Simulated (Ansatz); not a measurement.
# FGeH3O···HCl: what the fields show

```xyz
8

Ge   -0.3732    0.2226    0.0154
O    -0.7956    0.1835    1.7049
H    -0.5153   -0.6096    2.1650
F     1.3569   -0.0714   -0.0527
H    -0.6020    1.6350   -0.4873
H    -0.9808   -0.9118   -0.7972
Cl    1.3631   -2.3382    2.0009
H     1.7703   -1.4417    1.1656
```

Level of theory: RKS BHLYP-D4/def2-SVP (Ansatz).

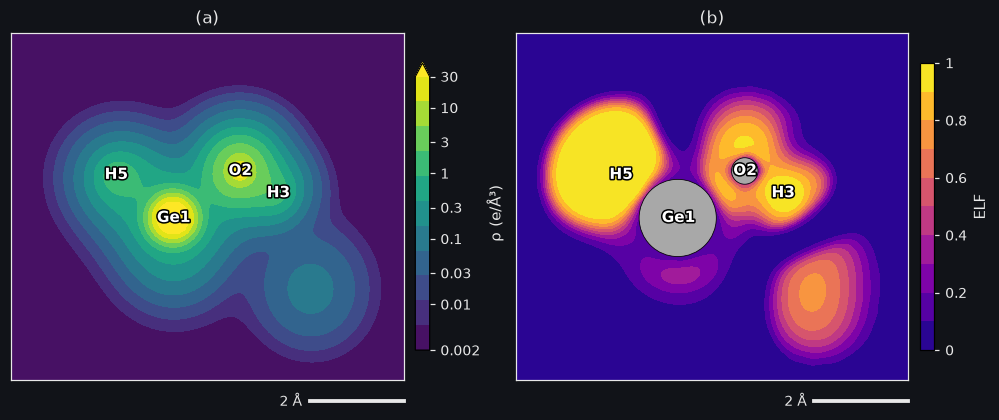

Figure 1. (a) electron density; (b) ELF on the plane of atoms O2, Ge1 and H5. Grey discs cover the atomic cores in the ELF map.

### What does the map show?

- The plane passes through Ge, O and H nuclei.
- Ge–O (1.74 Å): ρ at the midpoint is about 1 e/Å³; the ELF peaks at about 0.85 in the valence shell of O, 0.6 Å from its nucleus, and is about 0.35 at the midpoint.
- O–H (0.96 Å): ρ is about 3.7 e/Å³ halfway; the ELF climbs to about 1 towards the hydrogen, as it does in any bond to H (a covalent bond by its length).
- Ge–H (1.52 Å): ρ is about 1.1 e/Å³ halfway; the ELF climbs to about 1 towards the hydrogen.
- The ELF also peaks beside O2, away from the bonds: lone-pair regions.

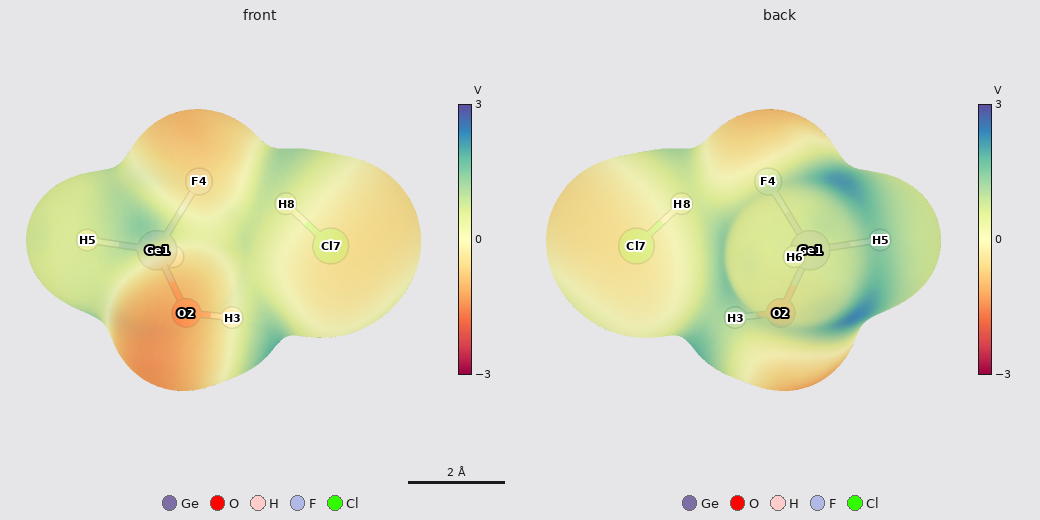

Figure 2. The electrostatic potential painted on the density surface at 0.002 e/bohr³, seen from the front and from behind; the colour scale runs from red (negative) to blue (positive).

### Which sites attract a positive test charge, and which a negative one?

A positive charge is drawn to the negative regions and a negative charge to the positive ones. The most negative region (about −1.5 V) lies over O2, the most positive (about +2.2 V) over Ge1. O2 is the likeliest acceptor of a hydrogen bond.

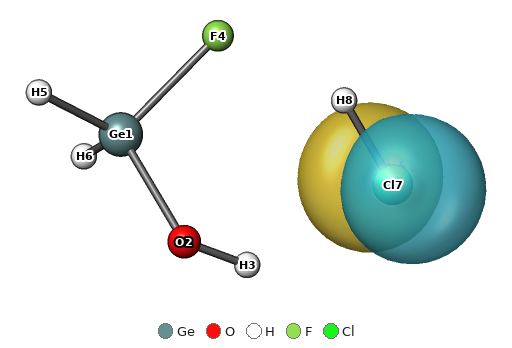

Figure 3. The HOMO at ±0.2 Å⁻³ᐟ² (yellow and cyan are the two phases), seen at a tilt.

### Describe this orbital and give its energy.

By Hirshfeld shares it lies mainly on Cl7 (about 95 %); largely a lone pair of Cl7. Its energy is −10.51 eV.
